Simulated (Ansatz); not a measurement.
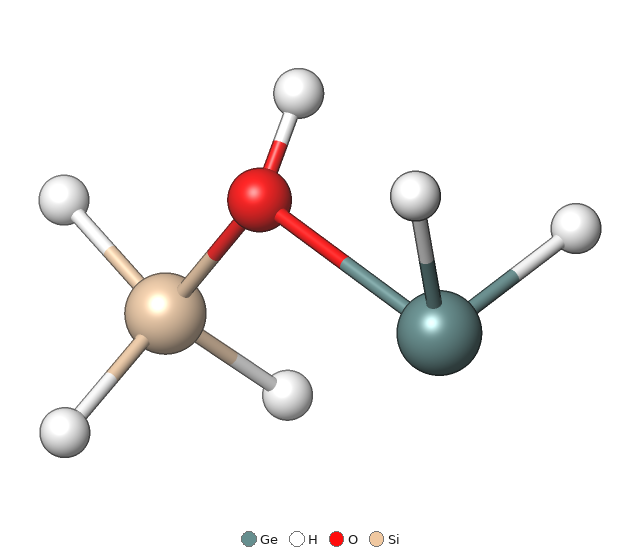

A ball-and-stick model of a molecule. Every bond is drawn as one stick, whatever its order.

The geometry was computed by an optimisation with PBE0-D4/def2-TZVP.

> Count the atoms of each element.

GeH₆OSi, 9 atoms: 1 germanium, 6 hydrogen, 1 oxygen and 1 silicon.

> Which point group does it belong to?

C1.

More results for the same structure follow; atom numbers are the same in all pictures, views and colours differ.

### Shape

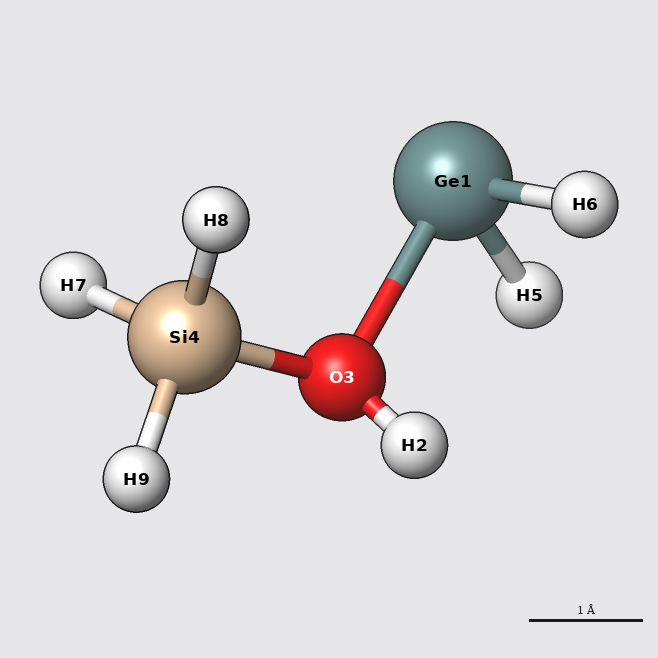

The atoms are numbered.

Give these bond angles: O3–Ge1–H5, O3–Ge1–H6, Ge1–O3–H2, Ge1–O3–Si4, H2–O3–Si4, O3–Si4–H7, O3–Si4–H8, O3–Si4–H9.

```json
{"angle": "O3–Ge1–H5", "degrees": "87.8"}
{"angle": "O3–Ge1–H6", "degrees": "86.5"}
{"angle": "Ge1–O3–H2", "degrees": "111.4"}
{"angle": "Ge1–O3–Si4", "degrees": "115.0"}
{"angle": "H2–O3–Si4", "degrees": "118.8"}
{"angle": "O3–Si4–H7", "degrees": "105.8"}
{"angle": "O3–Si4–H8", "degrees": "110.2"}
{"angle": "O3–Si4–H9", "degrees": "106.8"}
```

### Electronic properties

Method: RKS PBE0-D4/def2-TZVP (Ansatz 0.2.0).

> Give the dipole moment at this level.

3.43 D.

> What is the dispersion correction?

−14.3 kJ/mol.

### Vibrations

Harmonic vibrations computed with RKS PBE0-D4/def2-TZVP (Ansatz 0.2.0) at a stationary point of the same level.

> How many vibrational modes are there, and where do they lie?

21 modes: 70, 87, 123, 231, 316, 564, 609, 697, 706, 837, 918, 932, 951, 962, 972, 1890, 1922, 2240, 2261, 2295, 3891 cm⁻¹.

### Thermal motion

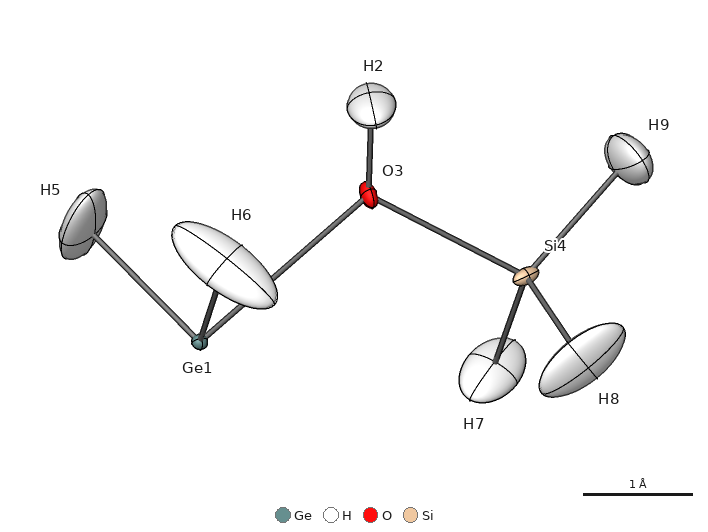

Displacement ellipsoids at the 50 % level, from the internal vibrations of the free molecule (harmonic, no overall translation or rotation; no half-axis is drawn under 0.075 Å). Vibrations computed with RKS PBE0-D4/def2-TZVP (Ansatz 0.2.0). Temperature: 100 K.

> Which atom moves most?

H5, with U_eq = 0.0627 Å².

> Does H6 move more along its bond or across it?

Across it: the root-mean-square amplitude is 0.094 Å along the bond and up to 0.382 Å across, since bending and torsion are softer than stretching.

List U_eq and the three principal root-mean-square amplitudes for each kind of atom.

```json
{"atom": "Ge1", "U_eq (Å²)": "0.00066", "rms amplitudes (Å)": "0.007, 0.009, 0.043"}
{"atom": "H2", "U_eq (Å²)": "0.0272", "rms amplitudes (Å)": "0.093, 0.146, 0.228"}
{"atom": "O3", "U_eq (Å²)": "0.0049", "rms amplitudes (Å)": "0.049, 0.064, 0.089"}
{"atom": "Si4", "U_eq (Å²)": "0.0029", "rms amplitudes (Å)": "0.016, 0.022, 0.089"}
{"atom": "H5", "U_eq (Å²)": "0.0627", "rms amplitudes (Å)": "0.095, 0.180, 0.383"}
{"atom": "H6", "U_eq (Å²)": "0.0612", "rms amplitudes (Å)": "0.094, 0.171, 0.382"}
{"atom": "H7", "U_eq (Å²)": "0.0370", "rms amplitudes (Å)": "0.086, 0.170, 0.273"}
{"atom": "H8", "U_eq (Å²)": "0.0450", "rms amplitudes (Å)": "0.087, 0.176, 0.311"}
{"atom": "H9", "U_eq (Å²)": "0.0429", "rms amplitudes (Å)": "0.111, 0.168, 0.297"}
```
